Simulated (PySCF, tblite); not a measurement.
# C₉H₉N₃: geometry, infrared bands and NMR shifts

What infrared bands and NMR shifts should C₉H₉N₃ (`Cc1ccc(-n2ccnn2)cc1`) show?

The runs use tblite 0.8.0 and PySCF 2.14.0, with density-fitted response routines of our own; the level of theory stands in each step. All values are computed, except where a source is named. Atoms are numbered from 0 throughout.

**1. The starting structure**

21 atoms, charge 0, multiplicity 1; geometry from: force field or distance geometry start.

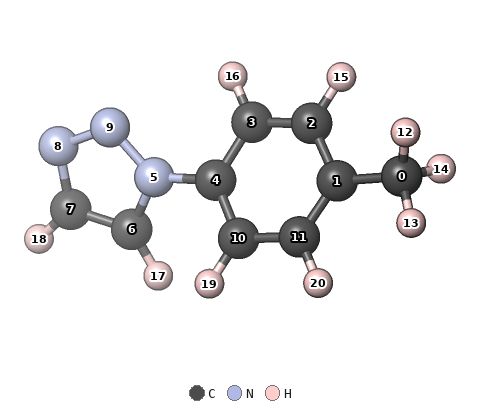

The starting geometry (carbon dark grey, nitrogen light blue, hydrogen pink), atoms numbered; sticks join atoms by distance.

**2. Optimising the geometry with GFN2-xTB**

The job: settings as JSON, then the geometry in Å.

```
{"job": {"kind": "relax", "xc": "GFN2-xTB", "basis": "xTB"}, "charge": 0, "multiplicity": 1}
C     -3.626800     0.214100     0.109900
C     -2.159800     0.168300     0.132900
C     -1.548400    -0.971800     0.660300
C     -0.190300    -1.120300     0.727800
C      0.599500    -0.089000     0.278000
N      2.002700    -0.277500     0.361000
C      2.851500     0.197500    -0.599700
C      4.127900    -0.156100    -0.188300
N      4.015300    -0.835100     0.992300
N      2.704300    -0.892600     1.317400
C      0.045400     1.059500    -0.252700
C     -1.335900     1.159300    -0.302300
H     -4.101000    -0.078600     1.084200
H     -3.957800     1.237700    -0.171800
H     -3.979100    -0.526900    -0.651300
H     -2.203300    -1.782900     1.034200
H      0.269900    -2.025300     1.148800
H      2.536500     0.731600    -1.485600
H      5.051000     0.062300    -0.724500
H      0.680700     1.864700    -0.603600
H     -1.791200     2.078000    -0.712700
```

Started as:

```sh
$ OMP_NUM_THREADS=1 python probes_run.py task.json out
```

The driver reads the jobs from task.json and runs them one after another.

**Question.** This job is followed by: GFN2-xTB harmonic vibrations, gas phase; GIAO PBE0/pcSseg-1 NMR shielding, non-relativistic, gas phase. What will the session give for the following? strongest single infrared mode (GFN2-xTB); zero-point energy (GFN2-xTB); 13C shifts against TMS (PBE0/pcSseg-1, means over atoms taken as alike); 1H shifts against TMS (PBE0/pcSseg-1, means over atoms taken as alike); 15N shifts against NH3 (PBE0/pcSseg-1); surface potential, least and greatest.

The runs gave:

| quantity | value |
| --- | --- |
| strongest single infrared mode (GFN2-xTB) | 1504 cm⁻¹, 81 km/mol |
| zero-point energy (GFN2-xTB) | 102.1 kcal/mol |
| 13C shifts against TMS (PBE0/pcSseg-1, means over atoms taken as alike) | 143.5, 139.6, 138.7, 135.4, 124.7, 123.4, 23.8 ppm |
| 1H shifts against TMS (PBE0/pcSseg-1, means over atoms taken as alike) | 8.31, 8.11, 7.90, 7.65, 2.56 ppm |
| 15N shifts against NH3 (PBE0/pcSseg-1) | 394.0, 389.5, 280.1 ppm |
| surface potential, least and greatest | -1.90 V and 1.54 V |

**Reading.** The optimisation took 84 steps and gained 0.426 eV; among the close pairs (by a distance rule), N8–N9 changed most, from 1.352 to 1.274 Å. No mode is imaginary among the 57: a minimum at this level. The strongest single mode, at 1504 cm⁻¹, has its largest shares on C4, N5 and C1 (the list is cut at 3 atoms). Unscaled tight-binding wavenumbers are off by several per cent, some by more. Its intensities can rank the bands wrongly. At PBE0/pcSseg-1: The largest span, 576 ppm, is at N8, where the paramagnetic term is -453 ppm. NICS(1)zz of -25 ppm above the planar ring from C1 marks a diatropic (aromatic) ring current. NICS(1)zz of -30 ppm above the planar ring from N5 marks a diatropic (aromatic) ring current. By nearest atom (PBE0/pcSseg-1), the HOMO sits on C1, C4 about 18 % each; N5 10 % and the LUMO on C1, C4 about 14 % each; N9 13 %.
